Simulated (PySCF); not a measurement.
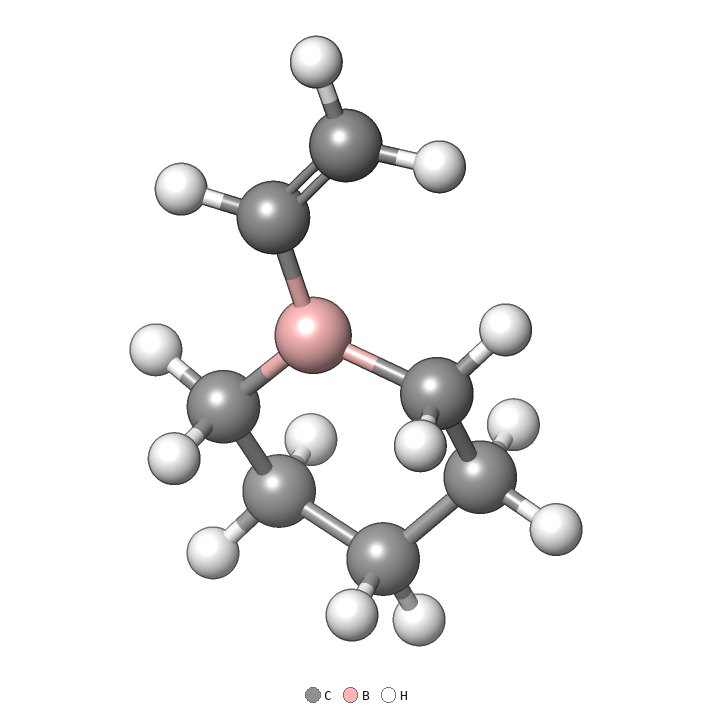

Rendered structure (ball-and-stick style). Double and triple bonds are drawn as two and three sticks.

The computed structure is the end point of a PBE0-D3(BJ)/def2-SVP optimisation. No frequency run is at hand to confirm it as a minimum.

> Count the atoms of each element.

C7H13B, 21 atoms: 7 carbon, 13 hydrogen and 1 boron.

> How many bonds of each kind are drawn?

13 C–H, 5 C–C, 3 C–B.

> Does it have rings?

Independent rings (smallest set): 1 of 6 members.

> What is the point group of this geometry?

C1.

The parts below concern this one geometry. Atoms keep their numbers from picture to picture.

### Core levels

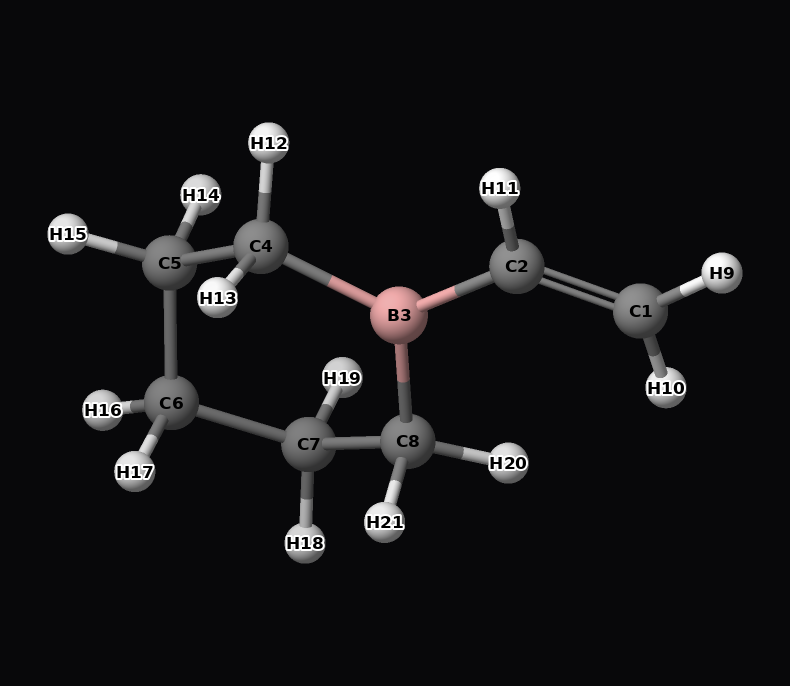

No frequency run is at hand to confirm it as a minimum. Level of theory: delta-SCF UKS SCAN, pcX-2 on the ionised atom, pcseg-1 elsewhere, spin-free X2C (PySCF 2.14.0).

Give the core-electron binding energies (to vacuum) of C1 1s, C2 1s, B3 1s, C4 1s, C5 1s, C6 1s.

```csv
atom,level,binding energy (eV)
C1,1s,290.4
C2,1s,289.8
B3,1s,194.9
C4,1s,289.6
C5,1s,290.2
C6,1s,290.2
```

### Electronic properties

No frequency run is at hand to confirm it as a minimum. Level of theory: B3LYP/def2-SVPD, gas phase (PySCF 2.14.0). Excitations: vertical, linear response.

> What is the dipole moment?

0.39 D.

> Give the lowest vertical singlet excitation at this level.

4.76 eV.

> Give the HOMO–LUMO gap at this level.

5.89 eV.

> What is the brightest of the 10 lowest singlets?

5.94 eV.

### Charges

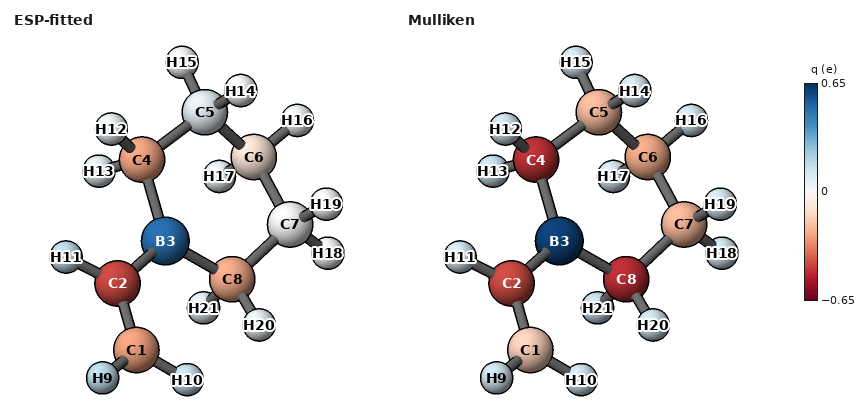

Atomic charges of one calculation by 2 schemes, on one colour scale. No frequency run is at hand to confirm it as a minimum. Level of theory: PBE0/pcSseg-1 (PySCF 2.14.0).

> Which scheme gives the most polar picture (largest mean size of the charges)?

The Mulliken charges are the largest in size here.

> On which atom do the schemes disagree most?

On C5 (from −0.21 to 0.06 e).

List the charges (e), one line for each set of equivalent atoms.

```json
{"atom": "C1", "ESP-fitted": "−0.26", "Mulliken": "−0.15"}
{"atom": "C2", "ESP-fitted": "−0.43", "Mulliken": "−0.42"}
{"atom": "B3", "ESP-fitted": "0.49", "Mulliken": "0.60"}
{"atom": "C4", "ESP-fitted": "−0.25", "Mulliken": "−0.47"}
{"atom": "C5", "ESP-fitted": "0.06", "Mulliken": "−0.21"}
{"atom": "C6", "ESP-fitted": "−0.08", "Mulliken": "−0.24"}
{"atom": "C7", "ESP-fitted": "0.00", "Mulliken": "−0.21"}
{"atom": "C8", "ESP-fitted": "−0.24", "Mulliken": "−0.47"}
{"atom": "H9", "ESP-fitted": "0.17", "Mulliken": "0.12"}
{"atom": "H10", "ESP-fitted": "0.14", "Mulliken": "0.12"}
{"atom": "H11", "ESP-fitted": "0.16", "Mulliken": "0.11"}
{"atom": "H12", "ESP-fitted": "0.03", "Mulliken": "0.13"}
{"atom": "H13", "ESP-fitted": "0.05", "Mulliken": "0.14"}
{"atom": "H14", "ESP-fitted": "0.00", "Mulliken": "0.11"}
{"atom": "H15", "ESP-fitted": "−0.01", "Mulliken": "0.11"}
{"atom": "H16", "ESP-fitted": "0.02", "Mulliken": "0.12"}
{"atom": "H17", "ESP-fitted": "0.03", "Mulliken": "0.10"}
{"atom": "H18", "ESP-fitted": "0.01", "Mulliken": "0.11"}
{"atom": "H19", "ESP-fitted": "0.01", "Mulliken": "0.11"}
{"atom": "H20", "ESP-fitted": "0.05", "Mulliken": "0.13"}
{"atom": "H21", "ESP-fitted": "0.06", "Mulliken": "0.14"}
```

Mulliken values depend strongly on the basis set and can even reverse the polarity of a bond.
